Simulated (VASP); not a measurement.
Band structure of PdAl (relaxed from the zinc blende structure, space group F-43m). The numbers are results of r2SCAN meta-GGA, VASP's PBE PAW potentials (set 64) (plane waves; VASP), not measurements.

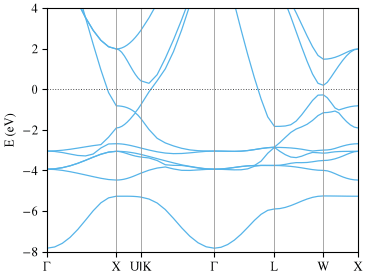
Fig. 1. Bands along high-symmetry lines, zero at the valence-band maximum or, without a gap, the Fermi level

**Question.** Read the plot: is there a gap, and where are the band edges?

**Answer.** It has no gap at this level: it comes out as a metal or semimetal.

The structure was generated: PdAl was put into the zinc blende type (F-43m), which need not be its known phase. It was relaxed first, which changed the volume by -21 %. The electron count is odd and the run is not spin-polarised, which forces a metal.
